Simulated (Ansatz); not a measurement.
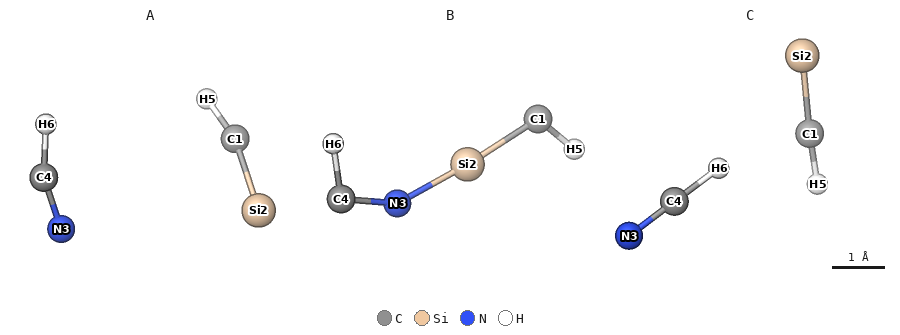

3 geometries from one relaxation of C2H2NSi (charge −1), in shuffled order. Style: ball-and-stick. Shown at a tilt.

These are results of RKS PBE0-D4/def2-TZVPD in Ansatz 0.2.0, not measurements. Set-up: force threshold 0.005 eV/Å; at most 200 steps.

Question: Order the frames from highest to lowest energy.

Answer: B, A, C. They are steps 0, 28, 46, at +261.6 kJ/mol, +99.6 kJ/mol relative to the last. After 45 accepted moves (46 points after the start) the energy has fallen by 261.6 kJ/mol. Largest force component: 1.1 eV/Å at the start, 0.00036 eV/Å at the end. The line search rejected the trial step at point 2 of the run. The largest move after the best rigid fit is that of Si2, 2.25 Å. By element the largest moves are Si 2.25 Å, H 2.09 Å, N 1.59 Å, C 0.77 Å. Among the contacts that change: Si2–N3 1.665 → 4.944 Å, Si2–C4 2.847 → 3.818 Å, N3–C4 1.298 → 1.150 Å, C1–Si2 1.715 → 1.639 Å. Bonds break: Si2–N3 (1.67 → 4.94 Å). Bond angles that change, for instance: N3–C4–H6 112.1° → 179.6°, Si2–C1–H5 114.1° → 176.5°.
